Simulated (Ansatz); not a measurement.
# [NO2]− (nitrite) at HSE06/def2-TZVPPD

Aim: the vertical singlet–triplet gap of [NO2]− (nitrite) at HSE06/def2-TZVPPD, from 2 runs. 

The calculation is run with Ansatz 0.2.0.

1 further run of the same task is left out (it didn't finish).

## 1. The system as given

The species is [NO2]− (3 atoms), meant as a singlet with charge -1. SMILES: `O=N[O-]`. Geometry: relaxed at PBE0-D4/def2-TZVPD.

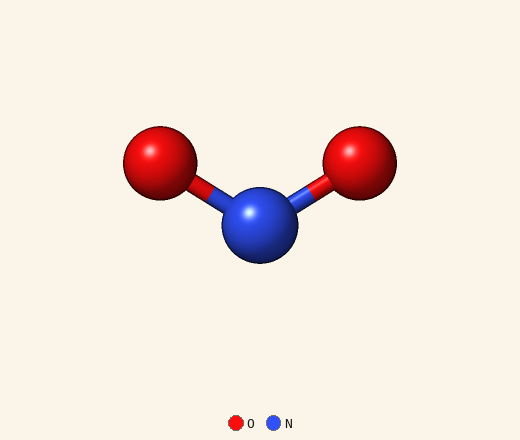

The structure, seen from a chosen angle (oxygen red, nitrogen blue).

## 2. The energy at HSE06/def2-TZVPPD

The input, molecule.yaml:

```yaml
crystal:
  periodic: [false, false, false]
  atoms:
    - {symbol: O, position_ang: [0.322840, 0.992650, 0.287620]}
    - {symbol: N, position_ang: [0.325750, -0.245400, 0.151990]}
    - {symbol: O, position_ang: [-0.648590, -0.747260, -0.439610]}
basis:
  gaussian:
    orbitals: def2-TZVPPD.json
total_charge: -1
hamiltonian:
  xc: {name: HSE06}
accuracy: high
output: {orbitals: {seedname: orbitals}}
```

The basis set def2-TZVPPD is read from a file made from the Basis Set Exchange's data (not shown).

Launch:

```
$ ansatz run molecule.yaml --threads 1 --pin off --max-ram 3480MiB --events-out events.jsonl --progress --plain --runs-dir runs
```

Standard output:

```text
Warning: RAYON_NUM_THREADS=1 ignored (pool sized by the plan → 1); use --threads N
Functional definition: HSE06
  name "HSE06"
  parameter a = 0.25
  parameter omega = 0.11/bohr
  exchange = pbe_x - a*pbe_x_sr(omega) + a*exact_x_sr(omega)
  correlation = pbe_c
1793 factors; integrals over basis functions are off by at most 3.7e-9 eV
99 factors; integrals over basis functions are off by at most 2.0e-9 eV
mean field evaluation 1: about -5577.2102 eV, gradient 3.0e1 eV
mean field evaluation 2: about -5574.3498 eV, gradient 5.3e1 eV
mean field evaluation 4: about -5578.8420 eV, gradient 2.4e0 eV
mean field evaluation 8: about -5578.8517 eV, gradient 2.2e-1 eV
mean field evaluation 16: about -5578.8518 eV, gradient 5.0e-7 eV
mean field -5578.85177127 eV, -205.0190211126 hartree, gradient 1.1e-8 eV, S^2 0.000000; 0 other end points of the search recorded, 0 dependent functions left out
reference -5578.85177418 eV, -205.0190212197 hartree; 12, 12 occupied and 105, 105 virtual orbitals, 1793 factors
Total energy: -5578.85177418 eV, -205.0190212197 hartree
```

It took 11 s on 1 thread of Intel Xeon Platinum 8259CL at 2.50GHz (Skylake/Cascade Lake), shared host; peak memory 0.31 GiB.

## 3. The triplet at the same level

The input, run.yaml:

```yaml
crystal:
  periodic: [false, false, false]
  atoms:
    - {symbol: O, position_ang: [0.322840, 0.992650, 0.287620]}
    - {symbol: "N", position_ang: [0.325750, -0.245400, 0.151990]}
    - {symbol: O, position_ang: [-0.648590, -0.747260, -0.439610]}
basis:
  gaussian:
    orbitals: def2-TZVPPD.json
total_charge: -1
magnetization:
  spin_polarized: true
  initial_magnetization: 2
hamiltonian:
  xc: {name: HSE06}
accuracy: high
output: {orbitals: {seedname: orbitals}}
```

The basis set def2-TZVPPD is read from a file made from the Basis Set Exchange's data (not shown).

Launch:

```
$ ansatz run run.yaml --threads 1 --pin off --max-ram 3480MiB --events-out events.jsonl --progress --plain --runs-dir runs
```

Standard output, cut to the lines that bear on the results:

```text
Warning: RAYON_NUM_THREADS=1 ignored (pool sized by the plan → 1); use --threads N
[... 6 set-up lines as earlier in the session ...]
1793 factors; integrals over basis functions are off by at most 3.7e-9 eV
99 factors; integrals over basis functions are off by at most 2.0e-9 eV
mean field evaluation 1: about -5569.8395 eV, gradient 3.2e1 eV
mean field evaluation 2: about -5561.7876 eV, gradient 6.4e1 eV
mean field evaluation 4: about -5576.0305 eV, gradient 9.8e0 eV
mean field evaluation 8: about -5576.4612 eV, gradient 4.2e-1 eV
mean field evaluation 16: about -5576.4964 eV, gradient 2.8e-4 eV
mean field evaluation 32: about -5574.2624 eV, gradient 4.6e-1 eV
mean field -5576.49639446 eV, -204.9324626115 hartree, gradient 7.1e-8 eV, S^2 2.012103; 4 other end points of the search recorded, 0 dependent functions left out
reference -5576.49639737 eV, -204.9324627185 hartree; 13, 11 occupied and 104, 106 virtual orbitals, 1793 factors
Total energy: -5576.49639737 eV, -204.9324627185 hartree
```

Wall time 38 s (1 thread of Intel Xeon Platinum 8259CL at 2.50GHz (Skylake/Cascade Lake), shared host); peak memory 0.43 GiB.

## 4. Summary of results

At HSE06/def2-TZVPPD:

| quantity | value |
| --- | --- |
| singlet: total energy | -205.01902 Eh |
| singlet: HOMO energy | 0.34 eV |
| singlet: LUMO energy | 5.18 eV |
| singlet: HOMO–LUMO gap (to an unbound level, set by the basis) | 4.85 eV |
| triplet: total energy | -204.93246 Eh |
| triplet: HOMO energy (highest over α and β) | 2.80 eV |
| triplet: LUMO energy (lowest over α and β) | 2.91 eV |
| triplet: ⟨S²⟩ | 2.012 |
| vertical energy of the triplet above the singlet | 2.355 eV |

**Reading.** At this shape the triplet lies 2.36 eV (227 kJ/mol) above the singlet. The HOMO (singlet) lies at positive energy, 0.34 eV; only total energies tell whether the electron is bound. The HOMO (triplet) lies at positive energy, 2.80 eV; only total energies tell whether the electron is bound.
